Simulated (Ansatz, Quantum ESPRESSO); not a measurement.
## Mode couplings of Mg (Im-3m) in a second program

What λ does ph.x give for Mg (Im-3m), and how does it hang on the broadening?

Main program and level: Ansatz 0.2.0 and Quantum ESPRESSO 7.5; DFT PBEsol, scalar-relativistic, plane waves, PAW, in the first sound run; inputs show where later runs differ.

This is not the structure that Mg takes at ambient pressure and room temperature (hexagonal, No. 194); it is a model or a phase of other conditions.

### Step 1. The structure

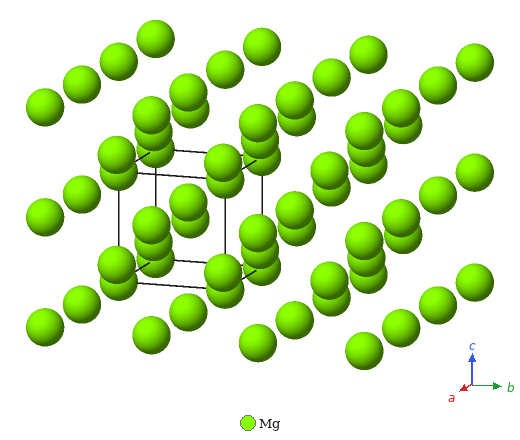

The starting structure, seen slightly off an axis (magnesium green). 3×3×2 cells are drawn. This picture shows the conventional cell, with its axes. Some periodic images of atoms are drawn too.

Coordinates:

```cif
data_structure
_symmetry_space_group_name_H-M 'P 1'
_symmetry_Int_Tables_number 1
_cell_length_a 3.0705
_cell_length_b 3.0705
_cell_length_c 3.0705
_cell_angle_alpha 109.471
_cell_angle_beta 109.471
_cell_angle_gamma 109.471
_cell_volume 22.29
loop_
_atom_site_label
_atom_site_type_symbol
_atom_site_fract_x
_atom_site_fract_y
_atom_site_fract_z
_atom_site_occupancy
Mg1 Mg 0.00000 0.00000 0.00000 1
```

### Step 2. Relaxing cell and atoms

The structure is brought to rest under this functional.

File input.yaml:

```yaml
crystal:
  lattice:
    - [-1.7727644967, 1.7727644967, 1.7727644967]
    - [1.7727644967, -1.7727644967, 1.7727644967]
    - [1.7727644967, 1.7727644967, -1.7727644967]
  atoms:
    - { symbol: Mg, position: [0.0, 0.0, 0.0] }
kpoints:
  mp_grid: { grid: [12, 12, 12] }
hamiltonian:
  xc: pbesol
scf:
  occupations: { method: gaussian, width: 0.1 }
output:
  forces: true
  stress: true
  eigenvalues: true
relax:
  adjacent_minimum: "off"
  f_tol: 0.005
  max_steps: 80
  cell: { stress_tol: 0.05 }
```

On the command line:

```bash
$ ansatz run input.yaml --threads 4 --pin off --max-ram 8192MiB --backend cpu --events-out ev --progress --plain --runs-dir out
```

Numbers of over 12 decimals in the logs are rounded to 6 here.

Log:

```text
[the first part of the log is left out]
  E_nonlocal   = 96.375045
  E_hartree    = 574.310868
  E_xc         = -28.183880
  E_vxc        = -36.540692  (∫ρ·V_xc dr)
  E_paw        = -281.280814  (= ΣΔE_a)
  E_vpaw       = -26.898317  (= ΣTr[D̂ρ^β])
  E_aug_tail   = -0.000002  (compensation charges beyond the density's cutoff)
  E_ewald      = -737.328057
  E_core_change = 0.058862  (= ΣΔE_core)
  E_smearing   = -0.002502  (= −TS)
  E_closure    = 0.000000  (closes the sum)
  Σ components = -1912.019859   (vs F -1912.019859, Δ=0.00e0)
--- Forces (eV/Å), atoms counted from 1 ---
  atom   1  Mg     0.00000000     0.00000000     0.00000000
  max |Σ_I F_I| component: 1.45e-29 eV/Å
--- Stress (GPa, compression-positive) ---
        0.000595       0.000000      -0.000000
        0.000000       0.000595       0.000000
       -0.000000      -0.000000       0.000595
  P = ⅓ Tr σ = 0.0006 GPa (0.006 kbar)
--- Band table (eV; the first three rows and the last of 72) ---
  k-point 0: bands = ["-69.8566", "-36.7793", "-36.7793", "-36.7793", "-1.2290", "18.9818", "18.9818", "18.9818", "21.0251"]
  k-point 1: bands = ["-69.8564", "-36.7818", "-36.7802", "-36.7793", "-1.0625", "17.2057", "18.2134", "18.2893", "19.7288"]
  k-point 2: bands = ["-69.8557", "-36.7885", "-36.7825", "-36.7792", "-0.5653", "14.3028", "16.9895", "17.2683", "18.4503"]
  k-point 71: bands = ["-69.8501", "-36.8066", "-36.8066", "-36.8066", "9.7238", "9.7238", "9.7238", "9.8280", "9.8280"]
--- Relaxed structure (3 steps of the walk, 3 accepted, 1 SCFs on fresh bases) ---
  F+E_penalty+E_count = -1912.01985904 eV   max|allowed force component| = 0.000e0 eV/Å   (the final SCF, on the basis selected at the relaxed cell)
  cell:  # Å, volume = 22.4379 Å³
    - [-1.776810, 1.776810, 1.776810]
    - [1.776810, -1.776810, 1.776810]
    - [1.776810, 1.776810, -1.776810]
  atoms:
    - { symbol: Mg, position: [0.0, 0.0, 0.0] }
```

It took 1.1 s on 4 threads of Arm Neoverse V2, shared host; peak memory 0.27 GiB; 3.5 s of CPU time.

Step by step:

| step | energy less that of the first step (eV) | largest force component (eV/Å) | pressure (GPa) | volume (Å³) |
| --- | --- | --- | --- | --- |
| 1 | 0.0000 | 0.0000 | 0.26 | 22.29 |
| 2 | -0.0001 | 0.0000 | 0.06 | 22.40 |
| 3 | -0.0001 | 0.0000 | 0.00 | 22.44 |
| 4 | -0.0001 | 0.0000 | 0.00 | 22.44 |

The log counts 1 steps on a newly chosen plane-wave basis, not all of them marked here; energy and pressure can jump at such steps.

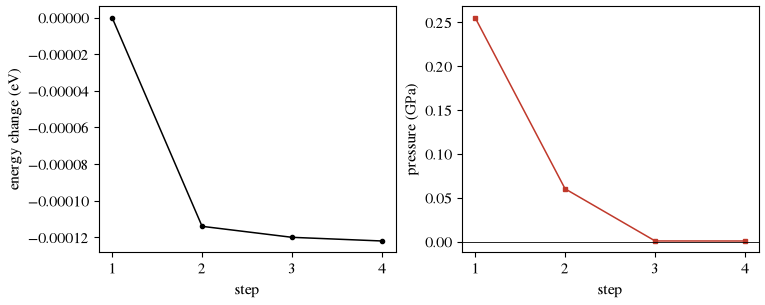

Energy and pressure along the relaxation.

| conventional cell, symmetrised | before | after | change |
| --- | --- | --- | --- |
| a (Å) | 3.546 | 3.554 | +0.2 % |
| b (Å) | 3.546 | 3.554 | +0.2 % |
| c (Å) | 3.546 | 3.554 | +0.2 % |
| volume (Å³/atom) | 22.29 | 22.44 | +0.7 % |

Final coordinates:

```
Mg
1.0
    -1.77681    1.77681    1.77681
     1.77681   -1.77681    1.77681
     1.77681    1.77681   -1.77681
Mg
1
Direct
  0.00000 0.00000 0.00000
```

This step gave:

```
pressure          : 5.95e-4 GPa
volume per atom   : 22.44 Å³
metallic on mesh  : yes
gap on the k-mesh : 0 eV
```

The largest force is now zero by symmetry and the largest stress component 6.0e-4 GPa.

### Step 3. Ground state with pw.x

ph.x needs a tightly converged ground state on the same k mesh; the cell is that of the step before.

This step: DFT PBEsol, scalar-relativistic, plane waves, GBRV ultrasoft pseudopotentials (Quantum ESPRESSO 7.5).

File pw.in:

```
 &control
    calculation='scf',
    prefix='x',
    outdir='./tmp',
    pseudo_dir='./pseudo',
    tprnfor=.true.,
    tstress=.true.,
 /
 &system
    ibrav=0,
    nat=1,
    ntyp=1,
    ecutwfc=52.0,
    ecutrho=416.0,
    occupations='smearing',
    smearing='mp',
    degauss=0.01469973,
    nbnd=12,
 /
 &electrons
    conv_thr=1.0d-11,
    mixing_beta=0.5,
 /
ATOMIC_SPECIES
 Mg     24.3050  Mg.upf
CELL_PARAMETERS angstrom
    -1.776809894    1.776809894    1.776809894
     1.776809894   -1.776809894    1.776809894
     1.776809894    1.776809894   -1.776809894
ATOMIC_POSITIONS crystal
 Mg     0.000000000   0.000000000   0.000000000
K_POINTS automatic
 8 8 8 0 0 0
```

On the command line:

```bash
$ OMP_NUM_THREADS=1 mpirun -n 4 pw.x -nk 4 -in pw.in > pw.x.log
```

Log:

```text
Program PWSCF v.7.5

     This program is part of the open-source Quantum ESPRESSO suite
     for quantum simulation of materials; please cite
         "P. Giannozzi et al., J. Phys.:Condens. Matter 21 395502 (2009);
         "P. Giannozzi et al., J. Phys.:Condens. Matter 29 465901 (2017);
         "P. Giannozzi et al., J. Chem. Phys. 152 154105 (2020);
     in publications or presentations arising from this work. More details at

     Message from routine setup:
     using ibrav=0 with symmetry is DISCOURAGED, use correct ibrav instead

     G-vector sticks info
     --------------------
     sticks:   dense  smooth     PW     G-vecs:    dense   smooth      PW
     Sum        1051     531    201                21769     7707    1745

     Using Slab Decomposition

     bravais-lattice index     =            0
     lattice parameter (alat)  =       5.8157  a.u.
     unit-cell volume          =     151.4187 (a.u.)^3
     number of atoms/cell      =            1
     number of atomic types    =            1
     number of electrons       =        10.00
     number of Kohn-Sham states=           12
     kinetic-energy cutoff     =      52.0000  Ry
     charge density cutoff     =     416.0000  Ry
     scf convergence threshold =      1.0E-11
     mixing beta               =       0.5000
     number of iterations used =            8  plain     mixing
     Exchange-correlation= SLA  PW   PSX  PSC
                           (   1   4  10   8   0   0   0)

     celldm(1)=   5.815679  celldm(2)=   0.000000  celldm(3)=   0.000000
     celldm(4)=   0.000000  celldm(5)=   0.000000  celldm(6)=   0.000000

     crystal axes: (cart. coord. in units of alat)
               a(1) = (  -0.577350   0.577350   0.577350 )
               a(2) = (   0.577350  -0.577350   0.577350 )
               a(3) = (   0.577350   0.577350  -0.577350 )

     reciprocal axes: (cart. coord. in units 2 pi/alat)
               b(1) = ( -0.000000  0.866025  0.866025 )
               b(2) = (  0.866025 -0.000000  0.866025 )
               b(3) = (  0.866025  0.866025  0.000000 )

     PseudoPot. # 1 for Mg read from file:
     ./pseudo/Mg.upf
     Pseudo is Ultrasoft, Zval = 10.0
     Using radial grid of  821 points,  7 beta functions with:
                l(1) =   0
                l(2) =   0
                l(3) =   0
                l(4) =   1
                l(5) =   1
                l(6) =   2
                l(7) =   2
     Q(r) pseudized with  8 coefficients,  rinner =    1.200   1.200   1.200
                                                       1.200   1.200

     atomic species   valence    mass     pseudopotential
     Mg               10.00    24.30500     Mg( 1.00)

     48 Sym. Ops., with inversion, found

   Cartesian axes

     site n.     atom                  positions (alat units)
         1        Mg     tau(   1) = (   0.0000000   0.0000000   0.0000000  )

     number of k points=    29  Methfessel-Paxton smearing, width (Ry)=  0.0147
                       cart. coord. in units 2pi/alat
        k(    1) = (   0.0000000   0.0000000   0.0000000), wk =   0.0039062
        k(    2) = (   0.1082532   0.1082532   0.0000000), wk =   0.0468750
        k(    3) = (   0.2165064   0.2165064   0.0000000), wk =   0.0468750
        k(    4) = (   0.3247595   0.3247595   0.0000000), wk =   0.0468750
        k(    5) = (  -0.4330127  -0.4330127   0.0000000), wk =   0.0234375
        k(    6) = (   0.2165064   0.1082532   0.1082532), wk =   0.0937500
        k(    7) = (   0.3247595   0.2165064   0.1082532), wk =   0.1875000
        k(    8) = (   0.4330127   0.3247595   0.1082532), wk =   0.1875000
        k(    9) = (   0.4330127   0.2165064   0.2165064), wk =   0.0937500
        k(   10) = (   0.5412659   0.3247595   0.2165064), wk =   0.0937500
        k(   11) = (   0.2165064   0.2165064   0.2165064), wk =   0.0312500
        k(   12) = (   0.3247595   0.3247595   0.2165064), wk =   0.0937500
        k(   13) = (   0.4330127   0.4330127   0.2165064), wk =   0.0468750
        k(   14) = (   0.0000000   0.0000000   0.2165064), wk =   0.0234375
        k(   15) = (   0.4330127   0.3247595   0.3247595), wk =   0.0937500
        k(   16) = (   0.0000000  -0.1082532   0.3247595), wk =   0.0937500
[...]
k(   22) = (   0.4330127   0.4330127   0.4330127), wk =   0.0078125
        k(   23) = (   0.0000000   0.0000000   0.4330127), wk =   0.0234375
        k(   24) = (  -0.0000000  -0.1082532   0.5412659), wk =   0.0937500
        k(   25) = (  -0.8660254  -0.2165064  -0.2165064), wk =   0.0468750
        k(   26) = (  -0.7577722  -0.1082532  -0.2165064), wk =   0.0937500
        k(   27) = (  -0.0000000  -0.0000000   0.6495191), wk =   0.0234375
        k(   28) = (  -0.8660254  -0.1082532  -0.1082532), wk =   0.0468750
        k(   29) = (  -0.8660254  -0.8660254  -0.8660254), wk =   0.0039062

     Dense  grid:    21769 G-vectors     FFT dimensions: (  40,  40,  40)

     Smooth grid:     7707 G-vectors     FFT dimensions: (  27,  27,  27)

     Initial potential from superposition of free atoms

     starting charge       9.6998, renormalised to      10.0000
     Starting wfcs are    5 randomized atomic wfcs +    7 random wfcs

     per-process dynamical memory:    19.3 Mb

     Self-consistent Calculation

     iteration #  1     ecut=    52.00 Ry     beta= 0.50
     Davidson diagonalization with overlap
     ethr =  1.00E-02,  avg # of iterations =  6.2

     total energy              =    -125.10169867 Ry
     estimated scf accuracy    <       0.14834520 Ry

     iteration #  2     ecut=    52.00 Ry     beta= 0.50
     Davidson diagonalization with overlap
     ethr =  1.48E-03,  avg # of iterations =  1.5

     total energy              =    -125.11384171 Ry
     estimated scf accuracy    <       0.00979087 Ry

     iteration #  3     ecut=    52.00 Ry     beta= 0.50
     Davidson diagonalization with overlap
     ethr =  9.79E-05,  avg # of iterations =  2.1

     total energy              =    -125.11462815 Ry
     estimated scf accuracy    <       0.00073920 Ry

     iteration #  4     ecut=    52.00 Ry     beta= 0.50
     Davidson diagonalization with overlap
     ethr =  7.39E-06,  avg # of iterations =  2.3

     total energy              =    -125.11467268 Ry
     estimated scf accuracy    <       0.00000037 Ry

     iteration #  5     ecut=    52.00 Ry     beta= 0.50
     Davidson diagonalization with overlap
     ethr =  3.75E-09,  avg # of iterations =  2.1

     total energy              =    -125.11467319 Ry
     estimated scf accuracy    <       0.00000007 Ry

     iteration #  6     ecut=    52.00 Ry     beta= 0.50
     Davidson diagonalization with overlap
     ethr =  6.73E-10,  avg # of iterations =  1.9

     total energy              =    -125.11467318 Ry
     estimated scf accuracy    <          4.4E-09 Ry

     iteration #  7     ecut=    52.00 Ry     beta= 0.50
     Davidson diagonalization with overlap
     ethr =  4.38E-11,  avg # of iterations =  2.0

     total energy              =    -125.11467318 Ry
     estimated scf accuracy    <          2.4E-10 Ry

     iteration #  8     ecut=    52.00 Ry     beta= 0.50
     Davidson diagonalization with overlap
     ethr =  2.42E-12,  avg # of iterations =  2.0

     End of self-consistent calculation

          k = 0.0000 0.0000 0.0000 (   959 PWs)   bands (ev):

   -70.1512 -37.0941 -37.0941 -37.0941  -1.4744  18.7150  18.7150  18.7150
    20.7632  20.7648  21.0144  21.0144

          k = 0.1083 0.1083 0.0000 (   957 PWs)   bands (ev):

   -70.1507 -37.0994 -37.0960 -37.0941  -1.1006  15.5127  17.3375  17.5191
    18.8182  19.5010  21.3991  21.6501

          k = 0.2165 0.2165 0.0000 (   959 PWs)   bands (ev):

   -70.1494 -37.1122 -37.1005 -37.0940   0.0110  11.2619  15.6769  16.1744
    17.2056  18.4333  22.4910  22.4944

          k = 0.3248 0.3248 0.0000 (   963 PWs)   bands (ev):

   -70.1481 -37.1250 -37.1051 -37.0939   1.8309   7.5196  14.6233  15.3426
    16.2350  17.5716  23.8036  24.3490

          k =-0.4330-0.4330 0.0000 (   962 PWs)   bands (ev):

   -70.1475 -37.1302 -37.1069 -37.0938   4.0512   4.6572  14.2674  15.0645
    15.9119  17.2533  24.8887  26.3976

          k = 0.2165 0.1083 0.1083 (   965 PWs)   bands (ev):

   -70.1497 -37.1083 -37.0981 -37.0954  -0.3579  13.2689  13.9140  16.3584
    18.8323  19.6500  22.0514  22.2262

          k = 0.3248 0.2165 0.1083 (   956 PWs)   bands (ev):

   -70.1484 -37.1197 -37.1034 -37.0958   1.1080   9.5411  12.3276  15.1635
    17.9770  20.1299  21.6005  24.9323

          k = 0.4330 0.3248 0.1083 (   959 PWs)   bands (ev):

   -70.1475 -37.1274 -37.1078 -37.0958   3.2507   6.1389  11.6348  14.5368
    17.3631  20.0329  22.8462  25.4304

          k = 0.4330 0.2165 0.2165 (   968 PWs)   bands (ev):

   -70.1475 -37.1237 -37.1095 -37.0978   2.9024   8.1370   9.0485  14.2309
    19.1878  20.1549  23.7852  24.8730

          k = 0.5413 0.3248 0.2165 (   956 PWs)   bands (ev):

   -70.1471 -37.1236 -37.1141 -37.0983   5.0678   5.6813   8.3606  13.9069
    19.2570  21.5573  22.1968  25.3342

          k = 0.2165 0.2165 0.2165 (   962 PWs)   bands (ev):

   -70.1488 -37.1178 -37.0984 -37.0984   0.7438  11.5554  11.5554  13.0537
    21.8901  21.8901  22.7154  22.7154

          k = 0.3248 0.3248 0.2165 (   958 PWs)   bands (ev):

   -70.1478 -37.1235 -37.1053 -37.0988   2.5468   8.1449  10.5219  11.7833
    21.6276  21.9397  24.2877  24.7718

          k = 0.4330 0.4330 0.2165 (   954 PWs)   bands (ev):

   -70.1474 -37.1247 -37.1093 -37.0990   4.7275   5.3607  10.1773  11.4153
    21.3374  21.7758  25.3952  26.8866

          k = 0.0000 0.0000 0.2165 (   967 PWs)   bands (ev):

   -70.1501 -37.1005 -37.0979 -37.0979  -0.7284  15.2555  15.2555  16.2060
    17.8907  19.4411  21.9668  21.9668

          k = 0.4330 0.3248 0.3248 (   958 PWs)   bands (ev):

   -70.1474 -37.1205 -37.1110 -37.1023   4.6360   7.1081   7.9385  10.6738
    23.4182  23.9084  25.1664  26.2621

          k = 0.0000-0.1083 0.3248 (   959 PWs)   bands (ev):

   -70.1489 -37.1118 -37.1025 -37.0984   0.3784  11.5506  13.6525  15.2296
    17.5932  18.8025  21.1713  24.5370

          k =-0.0000-0.2165 0.4330 (   963 PWs)   bands (ev):

[...]
k = 0.1083-0.1083 0.4330 (   963 PWs)   bands (ev):

[...]
k =-0.8660-0.3248-0.3248 (   962 PWs)   bands (ev):

[...]
k =-0.7578-0.2165-0.3248 (   956 PWs)   bands (ev):

[...]
k =-0.6495-0.2165-0.2165 (   952 PWs)   bands (ev):

[...]
k = 0.4330 0.4330 0.4330 (   952 PWs)   bands (ev):

   -70.1473 -37.1116 -37.1116 -37.1116   6.7658   6.7658   6.7658   8.7224
    26.1251  26.1251  27.4346  27.4346

          k = 0.0000 0.0000 0.4330 (   968 PWs)   bands (ev):

   -70.1477 -37.1125 -37.1073 -37.1073   1.4714  12.0431  12.0431  12.5308
    14.8374  21.6102  22.8076  23.7163

          k =-0.0000-0.1083 0.5413 (   958 PWs)   bands (ev):

   -70.1465 -37.1214 -37.1121 -37.1080   3.2606   8.8283  11.0778  12.3828
    14.9965  19.9774  21.5100  24.0332

          k =-0.8660-0.2165-0.2165 (   950 PWs)   bands (ev):

   -70.1461 -37.1257 -37.1141 -37.1076   5.4116   6.0779  10.7564  12.1483
    16.4455  17.8482  21.2473  23.8394

          k =-0.7578-0.1083-0.2165 (   953 PWs)   bands (ev):

   -70.1458 -37.1230 -37.1182 -37.1096   5.3376   7.8040   8.6827  13.3324
    14.4582  17.1661  21.8015  26.8120

          k =-0.0000-0.0000 0.6495 (   956 PWs)   bands (ev):

   -70.1455 -37.1197 -37.1171 -37.1171   5.0116  10.1174  10.1174  10.3174
    12.5269  16.7482  25.1669  26.5116

          k =-0.8660-0.1083-0.1083 (   956 PWs)   bands (ev):

   -70.1450 -37.1225 -37.1191 -37.1172   7.1213   7.7129   9.7980  10.8242
    12.6397  14.7925  25.4411  27.1499

          k =-0.8660-0.8660-0.8660 (   976 PWs)   bands (ev):

   -70.1446 -37.1212 -37.1212 -37.1212   9.4794   9.4794   9.4794   9.5789
     9.5789  13.3223  28.9404  28.9404

     the Fermi energy is     5.4638 ev

!    total energy              =    -125.11467318 Ry
     estimated scf accuracy    <          4.1E-13 Ry
     smearing contrib. (-TS)   =      -0.00002283 Ry
     internal energy E=F+TS    =    -125.11465035 Ry

     The total energy is F=E-TS. E is the sum of the following terms:
     one-electron contribution =    -104.08684198 Ry
     hartree contribution      =      49.76230945 Ry
     xc contribution           =     -16.59750518 Ry
     ewald contribution        =     -54.19261265 Ry

     convergence has been achieved in   8 iterations

     Forces acting on atoms (cartesian axes, Ry/au):

     atom    1 type  1   force =     0.00000000    0.00000000    0.00000000

     Total force =     0.000000     Total SCF correction =     0.000000

     Computing stress (Cartesian axis) and pressure

          total   stress  (Ry/bohr**3)                   (kbar)     P=       -1.69
  -0.00001150   0.00000000   0.00000000           -1.69        0.00        0.00
   0.00000000  -0.00001150   0.00000000            0.00       -1.69        0.00
   0.00000000   0.00000000  -0.00001150            0.00        0.00       -1.69

     Writing all to output data dir ./tmp/x.save/ :
     XML data file, charge density, pseudopotentials, collected wavefunctions

   JOB DONE.
```

Elapsed: 2.4 s, on 4 MPI ranks.

This step gave:

| Quantity | Value |
| --- | --- |
| pressure | -0.1690 GPa |

With these potentials, mesh and smearing the cell is at -0.17 GPa.

(Part 1 of 4 ends here.)

[Logs are printed without paths, hosts, clocks, repeated set-up lines and the standing remarks that a program may print on its own settings, such as how far it seeks lower states.]

[Hosts, paths, dates, database ids (printed as entryN), source tags and the programs' standing remarks are cut or masked in the printed files.]
